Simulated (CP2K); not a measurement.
**SiHBrF2 (SMILES F[SiH](F)Br) at MNDO**

Aim: the vertical electron affinity of SiHBrF2 at MNDO, from 2 runs. 

The calculation is run with CP2K 2026.2.

4 further runs of the same task are left out: 1 that didn't finish, 3 set aside as unsound or not needed.

## (1) Starting point

SiHBrF2: 5 atoms, total charge 0, spin state singlet. SMILES: `F[SiH](F)Br`. The shape is that of a PBE0-D4/def2-TZVP optimisation.

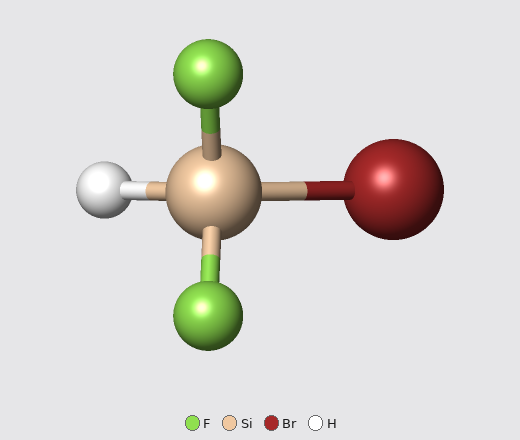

The structure, seen from a chosen angle (fluorine green, silicon light orange, bromine red, hydrogen white).

## (2) Energy and gradient at MNDO

File mol.inp:

```
&global
   project mol
   run_type ENERGY_FORCE
   print_level MEDIUM
&end global

&force_eval
   method QUICKSTEP
   &dft
      &qs
         method MNDO
         eps_default 1.0E-10
         &se
            &coulomb
               cutoff [angstrom] 50
               rc_range [angstrom] 0
            &end coulomb
            &exchange
               cutoff [angstrom] 50
               rc_range [angstrom] 0
            &end exchange
         &end se
      &end qs
      &poisson
         periodic NONE
         poisson_solver ANALYTIC
      &end poisson
      &scf
         scf_guess ATOMIC
         eps_scf 1.0E-07
         max_scf 80
         added_mos 4
         &diagonalization
            algorithm STANDARD
         &end diagonalization
         &mixing
            method DIRECT_P_MIXING
            alpha 0.4
         &end mixing
      &end scf
      &print
         &moments
            periodic F
            reference COM
            max_moment 1
         &end moments
         &mo ON
            energies T
            occupation_numbers T
            ndigits 6
            &each
               qs_scf 0
            &end each
            add_last NUMERIC
         &end mo
         &hirshfeld OFF
         &end hirshfeld
      &end print
   &end dft
   &subsys
      &cell
         abc 12.9 12.3 12.8
         periodic NONE
      &end cell
      &coord
         F      6.254900     5.304800     7.801900
         Si     6.604000     5.703600     6.315800
         F      6.690000     7.277800     6.252800
         Br     5.003000     5.022200     4.998100
         H      7.897000     5.123400     5.940000
      &end coord
   &end subsys
   &print
      &forces ON
      &end forces
   &end print
&end force_eval
```

Launch:

```console
OMP_NUM_THREADS=1 cp2k.psmp -i mol.inp > mol.out 2>&1
```

Standard output:

```text
CP2K| version string:                                       CP2K version 2026.2
[...]
 GLOBAL| Method name                                                        CP2K
[...]
 GLOBAL| Run type                                                   ENERGY_FORCE
[...]
                             - Atoms:                                          5
[...]
                             - Spherical basis functions:                     17
[...]
 Number of electrons:                                                         26
[...]
     1 P_Mix/Diag. 0.40E+00    0.0     0.79396872       -48.8439140404 -4.88E+01
[...]
    22 DIIS/Diag.  0.64E-07    0.0     0.00000005       -51.9371425337 -9.24E-14
  *** SCF run converged in    22 steps ***
  Core-core repulsion energy [eV]:                           1430.53968964673504
  Core Hamiltonian energy [eV]:                             -2424.71684003599239
  Two-electron integral energy [eV]:                         -838.20874301450749
  Electronic energy [eV]:                                   -2843.82121154324614
  Total energy [eV]:                                        -1413.28152189651109
  Atomic reference energy [eV]:                              1404.55194427003426
  Heat of formation [kcal/mol]:                              -201.30885835730936
[...]
 SE_DIPOLE| Moment [Debye]         -2.21564697       0.35015912      -0.17687026
 SE_DIPOLE| Derivative [a.u.]       0.00000000       0.00000000       0.00000000
 ENERGY| Total FORCE_EVAL ( QS ) energy [hartree]            -51.937142533675129
 FORCES| Atomic forces [hartree/bohr]
 FORCES|   Atom     x               y               z               |f|
 FORCES|      1 -1.47112435E-03  4.87961591E-03  7.18287907E-03   8.80730436E-03
 FORCES|      2  4.03043290E-02 -1.45340029E-02 -7.21719270E-03   4.34484068E-02
 FORCES|      3 -1.18227559E-03  6.16652482E-03  6.16351090E-03   8.79844705E-03
 FORCES|      4 -1.06526955E-02 -6.32756787E-03 -1.10482823E-02   1.66006801E-02
 FORCES|      5 -2.69982336E-02  9.81543009E-03  4.91908505E-03   2.91452343E-02
 FORCES| Sum    -3.88578059E-16  1.66533454E-16 -1.11022302E-16
 FORCES| Total atomic force                                       4.37095242E-16
[...]
```

Run time: 1.1 s. Hardware: 1 thread of Intel Xeon 6975P-C (Granite Rapids), shared host; peak memory 0.19 GiB.

## (3) The doublet anion at the same level

File run.inp:

```
&global
  project run
  run_type ENERGY_FORCE
  print_level MEDIUM
&end global

&force_eval
  method QUICKSTEP
  &dft
    charge -1
    multiplicity 2
    uks T
    &qs
      method MNDO
      eps_default 1.0E-10
      &se
        &coulomb
          cutoff [angstrom] 50
          rc_range [angstrom] 0
        &end coulomb
        &exchange
          cutoff [angstrom] 50
          rc_range [angstrom] 0
        &end exchange
      &end se
    &end qs
    &poisson
      periodic NONE
      poisson_solver ANALYTIC
    &end poisson
    &scf
      scf_guess ATOMIC
      eps_scf 1.0E-07
      max_scf 150
      added_mos 8
      &diagonalization
        algorithm STANDARD
      &end diagonalization
      &mixing
        method DIRECT_P_MIXING
        alpha 0.4
      &end mixing
    &end scf
    &print
      &moments
        periodic F
        reference COM
        max_moment 1
      &end moments
      &mo ON
        energies T
        occupation_numbers T
        ndigits 6
        &each
          qs_scf 0
        &end each
        add_last NUMERIC
      &end mo
      &hirshfeld OFF
      &end hirshfeld
    &end print
  &end dft
  &subsys
    &cell
      abc [angstrom] 12.9 12.3 12.8
      periodic NONE
    &end cell
    &coord
      F      6.254900     5.304800     7.801900
      Si     6.604000     5.703600     6.315800
      F      6.690000     7.277800     6.252800
      Br     5.003000     5.022200     4.998100
      H      7.897000     5.123400     5.940000
    &end coord
  &end subsys
  &print
    &forces ON
    &end forces
  &end print
&end force_eval
```

Launch:

```console
OMP_NUM_THREADS=1 cp2k.psmp -i run.inp > run.out 2>&1
```

Standard output:

```text
CP2K| version string:                                       CP2K version 2026.2
[...]
 GLOBAL| Method name                                                        CP2K
[...]
 GLOBAL| Run type                                                   ENERGY_FORCE
[...]
 *** WARNING in qs_environment.F:2191 :: More ADDED_MOs requested for beta ***
 *** spin than available.                                                  ***
 *** WARNING in qs_environment.F:2210 :: More added MOs requested than     ***
 *** available. The full set of unoccupied MOs will be used. Use           ***
 *** 'ADDED_MOS -1' to always use all available MOs and to get rid of this ***
[...]
                             - Atoms:                                          5
[...]
                             - Spherical basis functions:                     17
[...]
 Number of electrons:                                                         14
[...]
     1 P_Mix/Diag. 0.40E+00    0.0     0.38551112       -49.2793879212 -4.93E+01
[...]
    24 DIIS/Diag.  0.74E-07    0.0     0.00000009       -51.9747747470 -2.13E-14
  *** SCF run converged in    24 steps ***
  Core-core repulsion energy [eV]:                           1430.53968964673504
  Core Hamiltonian energy [eV]:                             -2464.83794958569479
  Two-electron integral energy [eV]:                         -760.01457312033392
  Electronic energy [eV]:                                   -2844.84523614586169
  Total energy [eV]:                                        -1414.30554649912688
  Atomic reference energy [eV]:                              1404.55194427003426
  Heat of formation [kcal/mol]:                              -224.92342855794973
[...]
 SE_DIPOLE| Moment [Debye]         -0.48962213      -0.16844950      -0.35229068
 SE_DIPOLE| Derivative [a.u.]       0.00000000       0.00000000       0.00000000
 ENERGY| Total FORCE_EVAL ( QS ) energy [hartree]            -51.974774747017022
 FORCES| Atomic forces [hartree/bohr]
 FORCES|   Atom     x               y               z               |f|
 FORCES|      1  6.10888090E-03  4.86939205E-03  3.53377419E-02   3.61909576E-02
 FORCES|      2  1.62345031E-02 -3.59995060E-02 -4.13146418E-02   5.71526303E-02
 FORCES|      3  1.18120904E-02  3.07116429E-02  1.50366777E-02   3.61777855E-02
 FORCES|      4 -2.56250224E-02 -1.28148840E-02 -2.35188864E-02   3.70675200E-02
 FORCES|      5 -8.53045203E-03  1.32333551E-02  1.44591085E-02   2.13765319E-02
 FORCES| Sum     2.77555756E-16  1.05471187E-15 -5.55111512E-17
 FORCES| Total atomic force                                       1.09203288E-15
[...]
```

Wall time 1 s (1 thread of Intel Xeon 6975P-C (Granite Rapids), shared host); peak memory 0.18 GiB.

## (4) Summary of results

Level: MNDO.

| quantity | value |
| --- | --- |
| singlet SiHBrF2: total energy | -51.93714 Eh |
| singlet SiHBrF2: dipole moment | 2.25 D |
| singlet SiHBrF2: HOMO energy | -12.06 eV |
| singlet SiHBrF2: LUMO energy | -0.92 eV |
| singlet SiHBrF2: HOMO–LUMO gap | 11.14 eV |
| singlet SiHBrF2: heat of formation at this unrelaxed shape | -201.3 kcal/mol |
| singlet SiHBrF2: largest force on an atom | 2.234 eV/Å |
| doublet anion: total energy | -51.97477 Eh |
| doublet anion: HOMO energy (highest over α and β) | -1.11 eV |
| doublet anion: LUMO energy (lowest over α and β) | 7.12 eV |
| doublet anion: heat of formation at this unrelaxed shape | -224.9 kcal/mol |
| doublet anion: largest force on an atom | 2.939 eV/Å |
| vertical electron affinity (to the doublet anion) | 1.024 eV |

In words: At fixed nuclei the extra electron is bound by 1.02 eV (24 kcal/mol). The largest force (singlet SiHBrF2) is 2.23 eV/Å: the shape isn't a stationary point for this species at this level. A minimal valence basis can't be trusted even for the sign of an electron affinity.
